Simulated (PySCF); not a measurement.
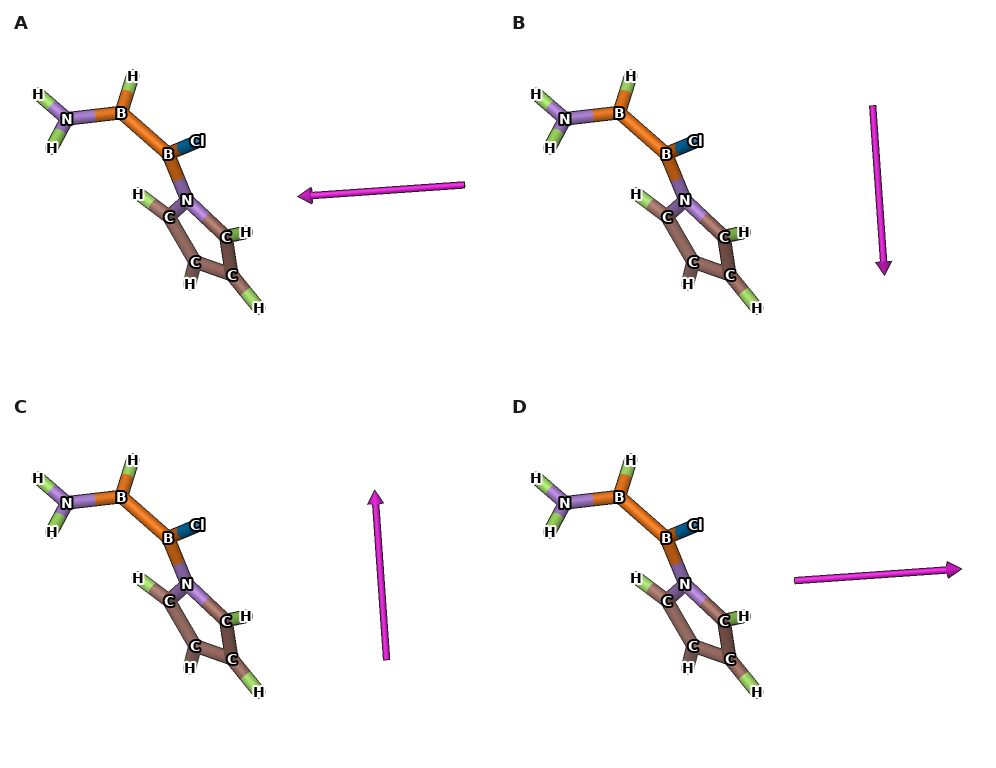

The same molecule four times, each with an arrow. The geometry was computed by an optimisation with GFN2-xTB. No frequency run is at hand to confirm it as a minimum. Properties computed with PBE0/def2-SVPD, gas phase (PySCF 2.14.0).

### Which arrow points along the dipole moment, from the negative to the positive end?

A. The dipole moment is 2.42 D.

The geometry is semi-empirical. Around B such bond lengths and angles can be off by a tenth of an ångström or more and by several degrees, and values that hang on the shape move with them.
